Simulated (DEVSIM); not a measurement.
System: W/Si3N4/n-Si capacitor, at 400 K.

| layer (left to right) | material | thickness (nm) | Nd (cm⁻³) |
|---|---|---|---|
| 1 | Si3N4 | 2.50 | - |
| 2 | Si | 1200 | 4.8e16 |

Metal gate on the left, work function 4.6 eV. Fixed charge at the semiconductor interface 9.1e10 cm⁻² (in units of +e); no interface traps.

The device is made up for the run: typed textbook-type constants, with dimensions and the other settings drawn at random. Values at 300 K; Nc and Nv go as T^1.5, mobilities as T to minus their exponent, the gap by Varshni's rule with the affinity fixed.

| parameter | Si3N4 | Si |
|---|---|---|
| gap (eV) | 5.1 | 1.124 |
| affinity (eV) | 2.1 | 4.05 |
| permittivity | 7.5 | 11.7 |
| Nc (cm⁻³) | - | 2.86e19 |
| Nv (cm⁻³) | - | 3.1e19 |
| Varshni α (eV/K) | - | 0.000473 |
| Varshni β (K) | - | 636 |

Model (solved in DEVSIM): 1D Poisson equation in equilibrium, Boltzmann statistics, complete ionisation; no quantum confinement or tunnelling. Metal contacts follow the ideal Schottky-Mott rule: no Fermi-level pinning, no interface dipoles.

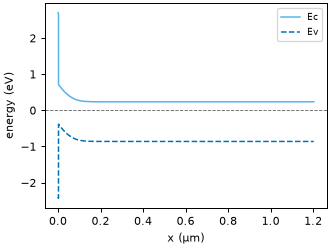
Band edges at -0.2 V on the gate

Energies count from the Fermi level of the right contact; mesh points crowd at the junctions.

```csv
x (μm),Ec (eV),Ev (eV),n (cm⁻³),p (cm⁻³),field (V/cm)
0.000,2.700,-2.400,< 1e2,< 1e2,-150000
0.0007695,2.689,-2.411,< 1e2,< 1e2,-150000
0.001540,2.677,-2.423,< 1e2,< 1e2,-150000
0.002275,2.666,-2.434,< 1e2,< 1e2,-150000
0.003548,0.704,-0.392,5.9e10,5.5e14,-80000
0.005542,0.689,-0.408,9.3e10,3.5e14,-79000
0.009334,0.659,-0.437,2.2e11,1.5e14,-76000
0.01997,0.582,-0.514,2.0e12,1.6e13,-68000
0.03677,0.478,-0.618,4.1e13,7.8e11,-56000
0.06874,0.338,-0.758,2.4e15,1.3e10,-32000
0.1253,0.247,-0.850,3.4e16,9.4e8,-5100
0.2901,0.235,-0.861,4.8e16,6.7e8,≈ 0
0.5505,0.235,-0.861,4.8e16,6.7e8,≈ 0
0.8538,0.235,-0.861,4.8e16,6.7e8,≈ 0
1.054,0.235,-0.861,4.8e16,6.7e8,≈ 0
1.125,0.235,-0.861,4.8e16,6.7e8,≈ 0
1.162,0.235,-0.861,4.8e16,6.7e8,≈ 0
1.181,0.235,-0.861,4.8e16,6.7e8,≈ 0
1.194,0.235,-0.861,4.8e16,6.7e8,≈ 0
1.199,0.235,-0.861,4.8e16,6.7e8,≈ 0
1.201,0.235,-0.861,4.8e16,6.7e8,≈ 0
1.202,0.235,-0.861,4.8e16,6.7e8,≈ 0
```
